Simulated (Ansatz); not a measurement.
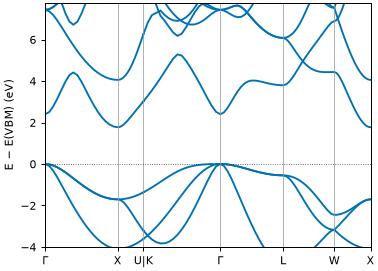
Figure: Band structure from PBE (plane waves, PAW; program Ansatz)

Q: Read off the gap and where the band edges lie.

A: About 1.8 eV (1.77 eV by a search for the band edges); maximum at Γ, minimum at X.

Q: Which of these materials gives this?
A) NaI, rock salt
B) PbSe, rock salt
C) MgSe, rock salt
D) AgCl, rock salt

A: C, MgSe, rock salt

Space group Fm-3m (rock salt). Symmetry was held in the PBE relaxation. Scalar-relativistic: spin–orbit coupling is off unless named, which matters more the heavier the elements.

Potentials: the later of the program's two PAW sets.
